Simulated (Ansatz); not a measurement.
The starting structures come from a database of crystals and need not be the phases stable at ambient conditions.

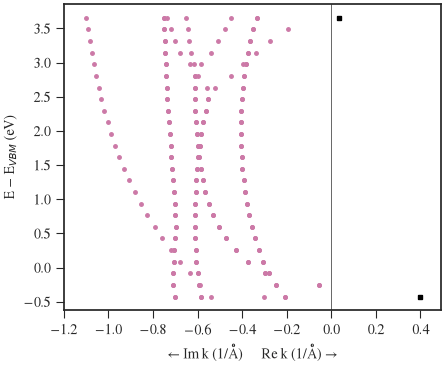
Fig. 1. Complex bands at the centre of the two-dimensional zone; r2SCAN in Ansatz (a first-principles code)

The gap is the functional's own, uncorrected, and κ follows it; spin-orbit coupling is left out. Mid-gap values are interpolated between the computed energies.

### Question
This is TeO₂ (P4_12_12, not sure to be the ambient phase, 12 atoms a cell, 14.9 Å³ an atom) along the normal of (001). Read off the slowest decay at the centre of the two-dimensional zone at 1.78 eV, the computed energy nearest the middle of the gap.

### Answer
κ ≈ 0.41 1/Å, a decay length 1/(2κ) of the density of 1.2 Å.
